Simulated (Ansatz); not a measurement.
**Ligand exchange: how K changes with temperature for C4H10 + BH(CH3)(NH2) ⇌ C3H9N + BH(CH3)2**

Species: C4H10 `CC(C)C`, singlet; BH(CH3)(NH2), singlet; C3H9N `CC(C)N`, singlet; BH(CH3)2, singlet. The partners trade CH3 for NH2: C–CH3 and B–NH2 bonds give way to C–NH2 and B–CH3.

The electronic reaction energy at CCSD(T)/CBS estimate is +160.3 kJ/mol. Shapes: PBE0-D4/def2-TZVP. Flexible molecules stand in one conformer, not always the lowest. Programs: Ansatz 0.2.0. Enthalpy and entropy come from rigid-rotor, harmonic-oscillator sums on unscaled PBE0-D4/def2-TZVP wavenumbers, ideal gases at 1 bar. Symmetry numbers: C4H10 3, BH(CH3)(NH2) 1, C3H9N 1, BH(CH3)2 2. R = 8.3145 J/(mol K).

```
T (K)  ΔH (kJ/mol)  ΔS (J/(mol K))
  800       +156.2           +23.1
 1100       +156.9           +23.8
 1400            ?               ?
```

**Question.** Work out ln K at 800 and 1100 K, and from these estimate it at 1400 K.

**Answer.** 
1. 800 K: ΔG = +156.2 − 800 × (+23.1)/1000 = +137.7 kJ/mol; ln K = −ΔG/RT = -20.70.
2. 1100 K: ΔG = +156.9 − 1100 × (+23.8)/1000 = +130.7 kJ/mol; ln K = −ΔG/RT = -14.29.
3. Slope against 1000/T: (-14.29 − (-20.70))/(0.9091 − 1.2500) = -18.80, that is −ΔH/R with ΔH near +156 kJ/mol.
4. 1400 K: ln K = -20.70 + (-18.80) × (0.7143 − 1.2500) = -10.63.

The full sums give ΔH = +157.4 kJ/mol, ΔS = +24.2 J/(mol K), ΔG = +123.5 kJ/mol and ln K = -10.61 at 1400 K, so the line is off by -0.02 in ln K; without rounding the miss is -0.01, from the change of ΔH with temperature. The reactants are favoured over this whole range. An error of 10 kJ/mol in the energy moves ln K by 0.9 at 1400 K. Soft modes are treated as harmonic, which can err either way at these temperatures; the lowest are those of C4H10 (214 cm⁻¹), BH(CH3)(NH2) (142 cm⁻¹), C3H9N (220 cm⁻¹), BH(CH3)2 (94 cm⁻¹). Other conformers aren't counted. The CBS estimate extrapolates MP2 from def2-TZVPP and def2-QZVPP and adds CCSD(T) − MP2 in the triple-zeta set, cores frozen.

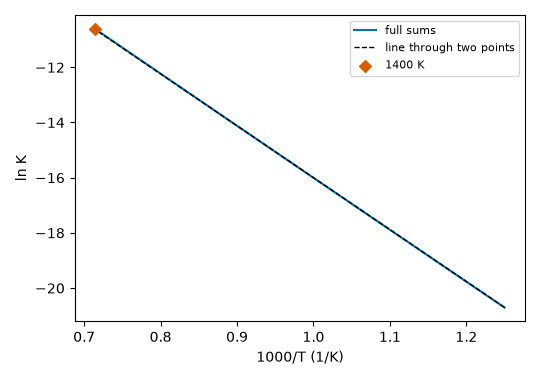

The van 't Hoff plot.
